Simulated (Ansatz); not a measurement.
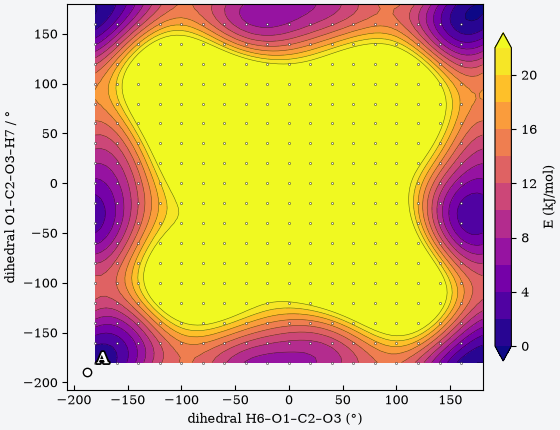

CH2O2S2, SMILES OC1(O)SS1. The first coordinate is: dihedral H6–O1–C2–O3; the second: dihedral O1–C2–O3–H7. Nothing is relaxed (all other coordinates rigid). The grid has 18 × 18 points. Points are written as (first, second). All energies are given in kJ/mol relative to the lowest grid point. Method: RKS PBE0-D4/def2-SVP (Ansatz).

In the figure: filled contours, dots at the grid points, one colour for all values above the top of the scale, the well A. Between grid points the surface is interpolated.

**Where is the minimum, and how stiff is the well along each coordinate? Take the well at A.**

The interpolated minimum is at dihedral H6–O1–C2–O3 ≈ −188°, dihedral O1–C2–O3–H7 ≈ −189°. The curvatures there are about 0.32 eV/rad² and 0.34 eV/rad², with a cross term of about −0.15 eV/rad². Round the minimum the valley is somewhat tilted: raising dihedral H6–O1–C2–O3 shifts the best value of dihedral O1–C2–O3–H7 upwards (coupling k₁₂/√(k₁₁k₂₂) about −0.5). (1 eV is 96.5 kJ/mol.)
